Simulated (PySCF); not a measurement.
# C4H2F− (SMILES [C-]#C/C=C\F): levels of theory compared

Wanted: a comparison of 5 runs (HF/def2-SVP, HF/def2-TZVP, B3LYP/6-31G*, BLYP/pcseg-1, PBE0/def2-SVP) of C4H2F−. Input form: a Python script.

The calculation is run with PySCF 2.14.0.

**1. The structure to begin with**

C4H2F− has 7 atoms, charge -1, and is taken as a singlet. SMILES: `[C-]#C/C=C\F`. The shape is that of a GFN2-xTB optimisation.

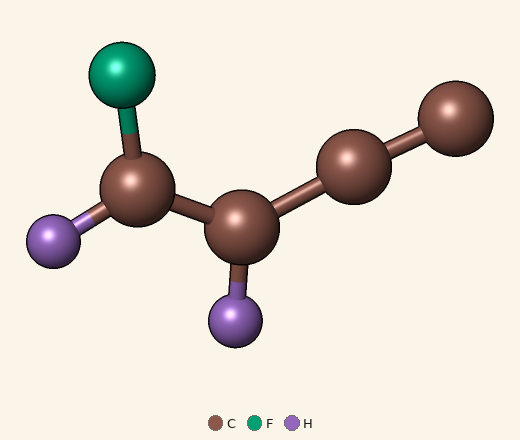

Viewed from a chosen angle; carbon brown, fluorine teal, hydrogen purple.

**2. Energy and forces at HF/def2-SVP (run 1)**

Input file job.py:

```python
# [C-]#C/C=C\F
from pyscf import gto, scf

mol = gto.Mole()
mol.atom = '''
C    1.474530  -1.392260   1.722680
C    0.646500  -0.766630   1.038720
C   -0.335320  -0.065230   0.328130
C   -0.263670   0.544980  -0.866800
F    0.878250   0.581720  -1.654000
H   -1.329500   0.020250   0.792600
H   -1.070780   1.077160  -1.361340
'''
mol.verbose = 3
mol.max_memory = 1860
mol.basis = 'def2-svp'
mol.charge = -1
mol.build()

mf = scf.RHF(mol)
mf.conv_tol = 1e-10
mf.kernel()
if not mf.converged:
    mf = mf.newton().run(mf.mo_coeff, mf.mo_occ)

etot = mf.e_tot
print(f'total energy: {etot:.8f} hartree')
grad = mf.nuc_grad_method().kernel()
mf.analyze()
```

The run is started by

```
$ OMP_NUM_THREADS=1 python job.py
```

The program printed:

```text
converged SCF energy = -251.741875151516
[... 14 lines left out ...]
MO #3   energy= -11.0972936856271  occ= 2
[... 6 lines left out ...]
MO #10  energy= -0.555210340760241 occ= 2
[... 6 lines left out ...]
MO #17  energy= -0.131695199407278 occ= 2
[... 6 lines left out ...]
MO #24  energy= 0.531673393868523  occ= 0
[... 6 lines left out ...]
MO #31  energy= 0.867546494222927  occ= 0
[... 6 lines left out ...]
MO #38  energy= 1.05977834080357   occ= 0
[... 6 lines left out ...]
MO #45  energy= 1.58023608184563   occ= 0
[... 6 lines left out ...]
MO #52  energy= 2.05213698740431   occ= 0
[... 6 lines left out ...]
MO #59  energy= 2.37493729103294   occ= 0
[... 6 lines left out ...]
MO #66  energy= 2.63135666713926   occ= 0
[... 6 lines left out ...]
MO #73  energy= 3.49583486769052   occ= 0
[... 6 lines left out ...]
MO #80  energy= 4.40442857240787   occ= 0
[... 9 lines left out ...]
WARN: System has nonzero charge -1; the dipole moment is origin-dependent.
Location of origin: [0. 0. 0.]

Dipole moment(X, Y, Z, Debye): -7.28548,  5.01006, -4.93183
```

Wall time 11 s (1 thread of Intel Xeon at 2.50GHz (Skylake/Cascade Lake), shared host); peak memory 0.16 GiB.

**3. Energy and gradient at HF/def2-TZVP (run 2)**

Input file calc.py:

```python
# [C-]#C/C=C\F
from pyscf import gto, scf

mol = gto.M(
    atom='''
C      2.786458    -2.630990     3.255393
C      1.221708    -1.448721     1.962896
C     -0.633663    -0.123267     0.620076
C     -0.498264     1.029863    -1.638015
F      1.659652     1.099291    -3.125607
H     -2.512391     0.038267     1.497797
H     -2.023481     2.035537    -2.572560
''',
    max_memory=1860,
    basis='def2-tzvp',
    charge=-1,
    verbose=3,
    unit='bohr',
)

myscf = scf.RHF(mol)
myscf.conv_tol = 1e-10
myscf.kernel()
if not myscf.converged:
    myscf = myscf.newton().run(myscf.mo_coeff, myscf.mo_occ)

etot = myscf.e_tot
print(f'total energy: {etot:.8f} hartree')
grad = myscf.nuc_grad_method().kernel()
myscf.analyze()
```

The run is started by

```
$ OMP_NUM_THREADS=1 python calc.py
```

The program printed:

```text
converged SCF energy = -252.047113675533
[... 24 lines left out ...]
MO #13  energy= -0.437680963049852 occ= 2
[... 13 lines left out ...]
MO #27  energy= 0.482782222411749  occ= 0
[... 13 lines left out ...]
MO #41  energy= 0.827326540708121  occ= 0
[... 13 lines left out ...]
MO #55  energy= 1.28010936625407   occ= 0
[... 13 lines left out ...]
MO #69  energy= 1.88300428639297   occ= 0
[... 13 lines left out ...]
MO #83  energy= 2.39488648218156   occ= 0
[... 13 lines left out ...]
MO #97  energy= 3.10993588953578   occ= 0
[... 13 lines left out ...]
MO #111 energy= 3.5010490961327    occ= 0
[... 13 lines left out ...]
MO #125 energy= 3.89096483044519   occ= 0
[... 13 lines left out ...]
MO #139 energy= 4.84517676253277   occ= 0
[... 13 lines left out ...]
MO #153 energy= 7.63334065299329   occ= 0
[... 13 lines left out ...]
MO #167 energy= 59.1035608573357   occ= 0
[... 9 lines left out ...]
WARN: System has nonzero charge -1; the dipole moment is origin-dependent.
Location of origin: [0. 0. 0.]

Dipole moment(X, Y, Z, Debye): -7.36095,  5.16988, -5.18636
```

It took 1.8 min on 1 thread of Intel Xeon at 2.50GHz (Skylake/Cascade Lake), shared host; peak memory 0.86 GiB.

Runs 3 to 4 aren't shown in full; the table further down has their settings and results.

**4. Energy and forces at PBE0/def2-SVP (run 5)**

Input file job.py:

```python
import pyscf.grad
from pyscf import gto, dft

system = gto.M(
    atom='''
C    1.474530  -1.392260   1.722680
C    0.646500  -0.766630   1.038720
C   -0.335320  -0.065230   0.328130
C   -0.263670   0.544980  -0.866800
F    0.878250   0.581720  -1.654000
H   -1.329500   0.020250   0.792600
H   -1.070780   1.077160  -1.361340
''',
    verbose=4,
    spin=0,
    charge=-1,
    max_memory=1860,
    basis='def2-svp',
)

myscf = dft.RKS(system)
myscf.xc = 'pbe0'
myscf.grids.level = 5
myscf.conv_tol = 1e-10
myscf.kernel()
if not myscf.converged:
    myscf = myscf.newton().run(myscf.mo_coeff, myscf.mo_occ)

energy = myscf.e_tot
print('E = %.10f Eh' % energy)
grad = myscf.Gradients().kernel()
dip = myscf.dip_moment()
pop, q = myscf.mulliken_pop()
```

The run is started by

```
$ OMP_NUM_THREADS=1 python job.py
```

The program printed:

```text
PySCF version 2.14.0

[... 78 lines left out ...]
converged SCF energy = -252.877261133339
[... 16 lines left out ...]
WARN: System has nonzero charge -1; the dipole moment is origin-dependent.
[... 2 lines left out ...]
Dipole moment(X, Y, Z, Debye): -6.75958,  4.88536, -5.03146
[... 49 lines left out ...]
pop of  3 C 3px           0.12752
pop of  3 C 3py           0.39552
pop of  3 C 3pz           0.21449
pop of  3 C 3dxy          0.01011
pop of  3 C 3dyz          0.00837
pop of  3 C 3dz^2         0.01351
pop of  3 C 3dxz          0.02307
pop of  3 C 3dx2-y2       0.00983
pop of  4 F 1s            1.98989
pop of  4 F 2s            1.13061
pop of  4 F 3s            0.79569
pop of  4 F 2px           1.02543
pop of  4 F 2py           1.19394
pop of  4 F 2pz           1.11245
pop of  4 F 3px           0.61490
pop of  4 F 3py           0.72635
pop of  4 F 3pz           0.68070
pop of  4 F 3dxy          0.00116
pop of  4 F 3dyz          0.00050
pop of  4 F 3dz^2         0.00096
pop of  4 F 3dxz          0.00259
pop of  4 F 3dx2-y2       0.00163
pop of  5 H 1s            0.74696
pop of  5 H 2s            0.22857
pop of  5 H 2px           0.01230
pop of  5 H 2py           0.00476
pop of  5 H 2pz           0.00632
pop of  6 H 1s            0.76116
pop of  6 H 2s            0.24364
pop of  6 H 2px           0.00967
pop of  6 H 2py           0.00889
pop of  6 H 2pz           0.00581
 ** Mulliken atomic charges  **
charge of    0C =     -0.78156
charge of    1C =      0.07834
charge of    2C =     -0.11011
charge of    3C =      0.11822
charge of    4F =     -0.27681
charge of    5H =      0.00109
charge of    6H =     -0.02917
```

It took 47 s on 1 thread of Intel Xeon at 2.50GHz (Skylake/Cascade Lake), shared host; peak memory 0.78 GiB.

**5. All runs side by side**

| run | level | integration grid | energy (Eh) | HOMO energy (eV) | LUMO energy (eV) | HOMO–LUMO gap (eV) | wall time |
| --- | --- | --- | --- | --- | --- | --- | --- |
| 1 | HF/def2-SVP | – | -251.741875 | -2.89 | 8.47 | 11.36 | 11 s |
| 2 | HF/def2-TZVP | – | -252.047114 | -3.17 | 7.89 | 11.05 | 1.8 min |
| 3 | B3LYP/6-31G* (spherical functions) | 5 | -253.331990 | 0.12 | 5.18 | 5.06 | 55 s |
| 4 | BLYP/pcseg-1 | 5 | -253.258627 | 0.58 | 3.94 | 3.37 | 47 s |
| 5 | PBE0/def2-SVP | 5 | -252.877261 | -0.61 | 4.82 | 5.44 | 47 s |

**6. Summary of results**

| quantity | value |
| --- | --- |
| run 5: total energy | -252.87726 Eh |
| run 5: HOMO energy | -0.61 eV |
| run 5: LUMO energy | 4.82 eV |
| run 5: HOMO–LUMO gap (to an unbound level, set by the basis) | 5.44 eV |
| run 5: largest force on an atom | 1.392 eV/Å |

In words: The HOMO–LUMO gap runs from 3.37 eV (BLYP/pcseg-1) to 11.36 eV (HF/def2-SVP). The two ends differ in method and basis. The empty levels of an anion lie above zero and hang on the basis. Totals of different functionals can't be ranked against each other. In runs 3, 4 the HOMO lies above zero, so the outermost electron may be held by the basis alone. All runs together took 4.5 min, the longest 1.8 min.
